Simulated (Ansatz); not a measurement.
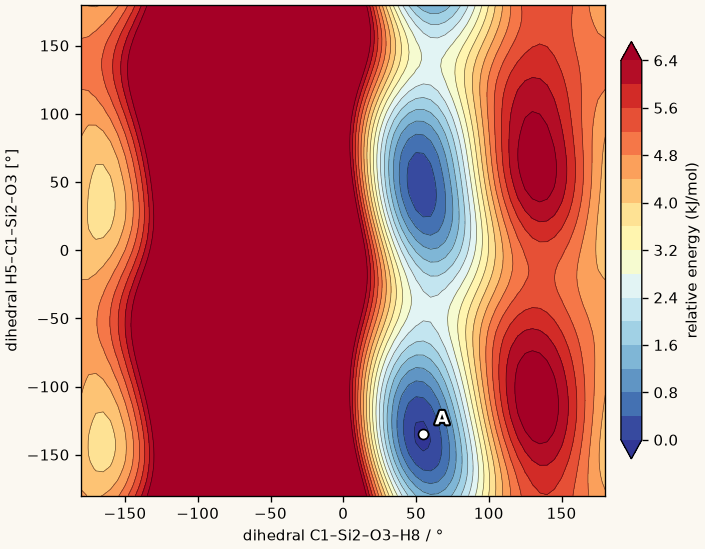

CH4ClOSi, SMILES [CH2][SiH](O)Cl, spin multiplicity 2. Coordinates scanned: (1) dihedral C1–Si2–O3–H8; (2) dihedral H5–C1–Si2–O3. Nothing is relaxed (all other coordinates rigid). The grid has 18 × 18 points. Points are written as (first, second). Energies: kJ/mol, counted from the lowest grid point. The calculation used UKS PBE0-D4/def2-SVP in Ansatz.

In the figure: filled contours, one colour for all values above the top of the scale, the point A. Between grid points the surface is interpolated.

### Find the lowest pass out of the well at A.

The easiest path leads from the well at about (55°, −135°) to the well at about (55°, 45°), about 0.21 kJ/mol higher (on a rigid scan; wells that are mirror images or exchange like atoms can differ by this much). Its highest point lies about 2.6 kJ/mol above the bottom of the first well on the interpolated surface, at about (60°, −45°). The start is the relaxed structure and all else is held, so a fully relaxed path at this level can only be lower.

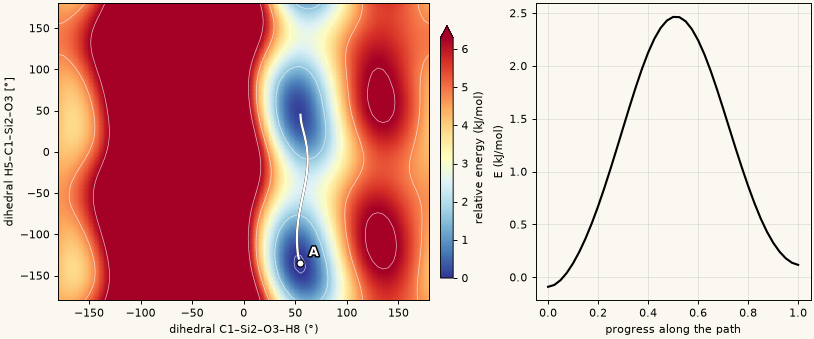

In the figure: a smooth colour map with a few white contour lines, a line along the lowest path, one colour for all values above the top of the scale, the energy along the path at the right. Between grid points the surface is interpolated.
